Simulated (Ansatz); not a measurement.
**CHF (SMILES [CH]F): levels of theory compared**

We compute a comparison of 6 runs (UHF/STO-3G, BLYP/STO-3G, HSE06/STO-3G, UPBE0/STO-3G, CCSDT(Q)/STO-3G, CCSDTQ/STO-3G) of CHF. 

The calculation is run with Ansatz 0.2.0.

55 further runs of the same task are left out: 6 that didn't finish, 49 set aside as unsound or not needed.

## Step 1: The molecule

CHF: 3 atoms, total charge 0, spin state singlet. As SMILES, `[CH]F`. The F2–C1 distance was set to 1.974 Å, away from the relaxed value. At this shape a bond of the SMILES string is far longer than usual.

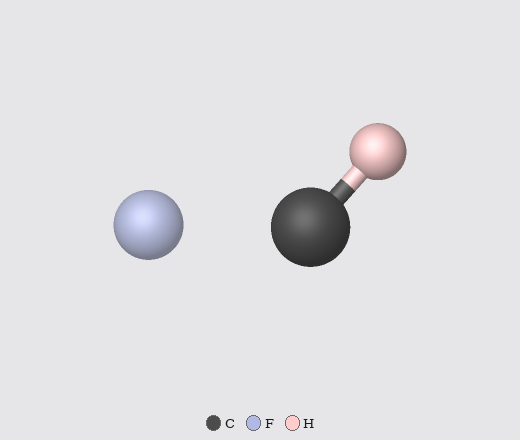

The structure, seen from a chosen angle (carbon dark grey, fluorine light blue, hydrogen pink).

## Step 2: The energy at UHF/STO-3G (run 1)

Contents of run.yaml:

```yaml
crystal:
  periodic: [false, false, false]
  atoms:
    - symbol: C
      position_ang: [-0.677034, -0.533156, -0.424660]
    - symbol: F
      position_ang: [0.969610, -0.011280, 0.530170]
    - symbol: H
      position_ang: [-1.390374, 0.196504, -0.742090]
basis:
  gaussian: {orbitals: STO-3G}
magnetization: {spin_polarized: true}
hamiltonian: {xc: hf}
accuracy: high
```

Run with:

```
$ ansatz run run.yaml --threads 1 --pin off --max-ram 2610MiB --events-out events.jsonl --progress --plain --runs-dir runs
```

Log:

```text
Warning: RAYON_NUM_THREADS=1 ignored (pool sized by the plan → 1); use --threads N
Functional definition: HF
  name "HF"
  exchange = exact_x
  correlation = 0
166 factors; integrals over basis functions are off by at most 4.2e-8 eV
mean field evaluation 1: about -3684.9789 eV, gradient 1.6e1 eV
mean field evaluation 2: about -3685.0317 eV, gradient 1.6e1 eV
mean field evaluation 4: about -3690.6370 eV, gradient 5.2e0 eV
mean field evaluation 8: about -3691.6255 eV, gradient 2.3e-1 eV
mean field evaluation 16: about -3691.6082 eV, gradient 2.4e-7 eV
mean field evaluation 32: about -3691.8438 eV, gradient 1.4e0 eV
mean field evaluation 64: about -3691.9452 eV, gradient 4.6e0 eV
mean field evaluation 96: about -3694.3347 eV, gradient 3.6e-1 eV
mean field evaluation 128: about -3694.3993 eV, gradient 1.3e-2 eV
mean field evaluation 160: about -3694.4135 eV, gradient 5.2e-2 eV
mean field evaluation 192: about -3693.6375 eV, gradient 7.9e-1 eV
mean field evaluation 224: about -3693.2143 eV, gradient 8.0e-1 eV
mean field evaluation 256: about -3693.8459 eV, gradient 1.8e0 eV
mean field evaluation 288: about -3693.5360 eV, gradient 6.1e-1 eV
mean field evaluation 320: about -3694.4098 eV, gradient 2.2e-1 eV
mean field evaluation 352: about -3694.0480 eV, gradient 2.2e-1 eV
mean field evaluation 384: about -3694.4043 eV, gradient 2.7e-1 eV
mean field evaluation 416: about -3693.8995 eV, gradient 8.2e-2 eV
mean field -3694.42073722 eV, -135.7674579245 hartree, gradient 5.9e-8 eV, S^2 1.338405; 13 other end points of the search recorded, 0 dependent functions left out
reference -3694.42073722 eV, -135.7674579245 hartree; 8, 8 occupied and 3, 3 virtual orbitals, 166 factors
Total energy: -3694.42073722 eV, -135.7674579245 hartree
```

Wall time 0.28 s (1 thread of Arm Neoverse V1, shared host).

## Step 3: The energy at BLYP/STO-3G (run 2)

Contents of molecule.yaml:

```yaml
crystal:
  periodic: [false, false, false]
  atoms:
    - {symbol: C, position_ang: [-0.677034, -0.533156, -0.424660]}
    - {symbol: F, position_ang: [0.969610, -0.011280, 0.530170]}
    - {symbol: H, position_ang: [-1.390374, 0.196504, -0.742090]}
basis:
  gaussian:
    orbitals: STO-3G
hamiltonian:
  xc: {name: BLYP}
accuracy: high
```

Run with:

```
$ ansatz run molecule.yaml --threads 1 --pin off --max-ram 2610MiB --events-out events.jsonl --progress --plain --runs-dir runs
```

Log:

```text
Warning: RAYON_NUM_THREADS=1 ignored (pool sized by the plan → 1); use --threads N
Functional definition: BLYP
  name "BLYP"
  parameter beta = 0.0042
  parameter a = 0.04918
  parameter b = 0.132
  parameter c = 0.2533
  parameter d = 0.349
  exchange = b88_x(beta = beta)
  correlation = lyp_c(a = a, b = b, c = c, d = d)
166 factors; integrals over basis functions are off by at most 4.2e-8 eV
mean field evaluation 1: about -3707.3635 eV, gradient 1.5e1 eV
mean field evaluation 2: about -3607.9701 eV, gradient 1.1e2 eV
mean field evaluation 4: about -3704.1040 eV, gradient 2.9e1 eV
mean field evaluation 8: about -3708.3622 eV, gradient 3.2e-1 eV
mean field evaluation 16: about -3692.0567 eV, gradient 6.4e1 eV
mean field evaluation 32: about -3708.3633 eV, gradient 1.5e-8 eV
mean field -3708.36327367 eV, -136.2798366884 hartree, gradient 1.5e-8 eV, S^2 0.000000; 3 other end points of the search recorded, 0 dependent functions left out
reference -3708.36329710 eV, -136.2798375494 hartree; 8, 8 occupied and 3, 3 virtual orbitals, 166 factors
Total energy: -3708.36329710 eV, -136.2798375494 hartree
```

Run time: 0.76 s. Hardware: 1 thread of Arm Neoverse V1, shared host.

Runs 3 to 5 aren't shown in full; the table further down has their settings and results.

## Step 4: The energy at CCSDTQ/STO-3G (run 6)

Contents of run.yaml:

```yaml
crystal:
  periodic: [false, false, false]
  atoms:
    - {symbol: C, position_ang: [-0.677034, -0.533156, -0.424660]}
    - {symbol: F, position_ang: [0.969610, -0.011280, 0.530170]}
    - {symbol: H, position_ang: [-1.390374, 0.196504, -0.742090]}
basis:
  gaussian:
    orbitals: STO-3G
correlation:
  method: ccsdtq
  frozen_orbitals: {C: 1, F: 1, H: 0}
accuracy: high
scf:
  omitted_lower_state_checks: [cluster_reference, increment]
```

Run with:

```
$ ansatz run run.yaml --threads 1 --pin off --max-ram 2610MiB --events-out events.jsonl --progress --plain --runs-dir runs
```

Log:

```text
Warning: RAYON_NUM_THREADS=1 ignored (pool sized by the plan → 1); use --threads N
[... 13 lines left out ...]
2 core orbitals not correlated: weight in the atoms' cores, before any rotation towards them, 1.000 or more for the frozen orbitals, at most 0.000 for the correlated occupied ones
[... 66 lines left out ...]
WARN: these amplitudes may be one of several solutions (largest doubles amplitude 0.35, level shift 1.49 eV)
Total energy: -3696.19335110 eV, -135.8326002831 hartree
Checks for a lower state left out: cluster_reference, increment
```

Wall time 4.5 s (1 thread of Arm Neoverse V1, shared host); peak memory 0.18 GiB.

## Step 5: Overview of the runs

| run | level | frozen core orbitals | energy (Eh) | wall time |
| --- | --- | --- | --- | --- |
| 1 | UHF/STO-3G | – | -135.767458 | 0.28 s |
| 2 | BLYP/STO-3G | – | -136.279838 | 0.76 s |
| 3 | HSE06/STO-3G | – | -136.160137 | 0.66 s |
| 4 | UPBE0/STO-3G | – | -136.182047 | 2.8 s |
| 5 | CCSDT(Q)/STO-3G | 2 | -135.833577 | 0.42 s |
| 6 | CCSDTQ/STO-3G | 2 | -135.832600 | 4.5 s |

## Step 6: Summary of results

| quantity | value |
| --- | --- |
| run 6: total energy | -135.83260 Eh |
| run 6: correlation energy (2 core orbitals frozen) | -168.5 mEh |
| run 6: T1 diagnostic | 0.061 |

In words: Below the UHF energy at the same shape and in the same basis (STO-3G): CCSDT(Q) -66.1 mEh; CCSDTQ -65.1 mEh. Some of these start from another determinant than that one, so these aren't their correlation energies. Totals of different functionals can't be ranked against each other. In runs 5, 6 the log says that unrestricted orbitals would lower the reference, so the values rest on an unstable closed-shell determinant (other closed-shell runs at this shape may share the fault). In runs 1, 2, 3, 4, 5, 6 the basis is minimal, so the values are rough. Spin contamination of the reference: run 1 ⟨S²⟩ = 1.34, run 4 ⟨S²⟩ = 0.82. Where it is this large, the reference is a mixture of spin states, and values that rest on it are in doubt. All runs together took 9.4 s, the longest 4.5 s.
